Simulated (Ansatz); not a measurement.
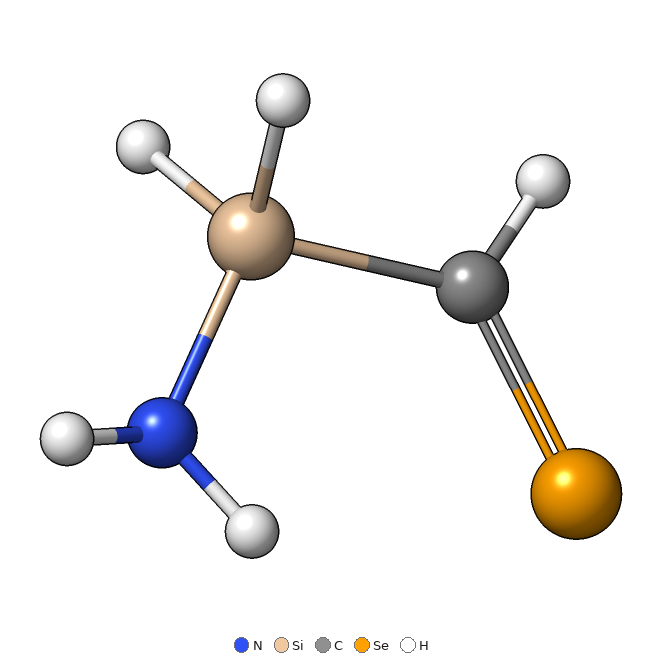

Source: calculation with Ansatz.

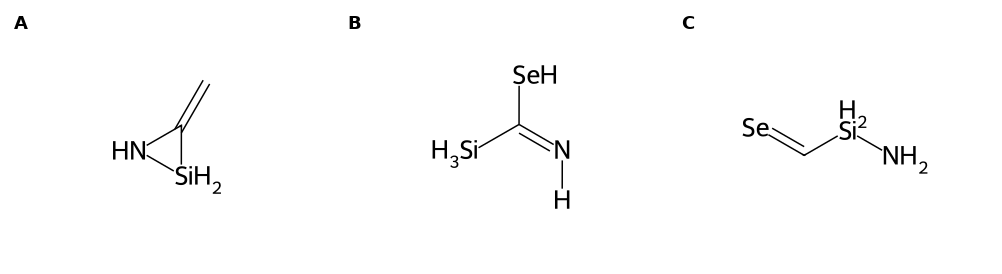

Question: Which structural formula matches the 3D model?

Answer: C, `N[SiH2]C=[Se]`.
